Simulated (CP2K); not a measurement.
Band structure of Ni3Si (Pm-3m, 4 atoms in the cell).

```yaml
crystal:
  lattice:
    - [3.59670, 0.00000, 0.00000]
    - [0.00000, 3.59670, 0.00000]
    - [0.00000, 0.00000, 3.59670]
  atoms:
    - { symbol: Si, position: [0.00000, 0.00000, 0.00000] }
    - { symbol: Ni, position: [0.00000, 0.50000, 0.50000] }
    - { symbol: Ni, position: [0.50000, 0.00000, 0.50000] }
    - { symbol: Ni, position: [0.50000, 0.50000, 0.00000] }
```

Computed with PBE, GPW, DZVP-MOLOPT-SR-GTH basis, GTH-PBE potentials (GTH_POTENTIALS) (CP2K 2026.2).

Settings: CUTOFF = 600 Ry; REL_CUTOFF = 40 Ry; SMEAR/METHOD = GAUSSIAN; SIGMA = 0.272 eV; KPOINTS/SCHEME = MONKHORST-PACK 7 7 7; XC_FUNCTIONAL = PBE; Si/BASIS_SET = DZVP-MOLOPT-SR-GTH-q4; Si/POTENTIAL = GTH-PBE-q4; Ni/BASIS_SET = DZVP-MOLOPT-SR-GTH-q18; Ni/POTENTIAL = GTH-PBE-q18; METHOD = GPW; EPS_DEFAULT = 1e-10; EXTRAPOLATION = USE_GUESS; NGRIDS = 5.

The starting cell has typed, rounded lattice constants, without a prior relaxation at this level. Its lattice was rescaled by a random factor within 2.5 % of one. Spin polarisation is off. Values carry the incompleteness of an atom-centred basis.

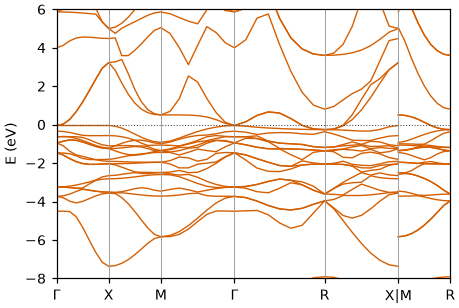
Bands along the path, energies from the Fermi level.

Levels in eV from the Fermi level, bands 26 to 31:
```
point     26     27     28     29     30     31
-----  -----  -----  -----  -----  -----  -----
Γ      -0.63  -0.63  -0.34  -0.05  -0.05  -0.05
X      -1.22  -1.10  -0.57  -0.04   3.23   3.23
M      -1.35  -1.06  -1.00  -0.92   0.51   0.51
R      -1.19  -1.19  -0.37  -0.26  -0.26  -0.26
```

Bands cross the Fermi level along this path, so the cell is metallic at this level.

Higher empty bands are left out: an atom-centred basis made for the valence describes them poorly.
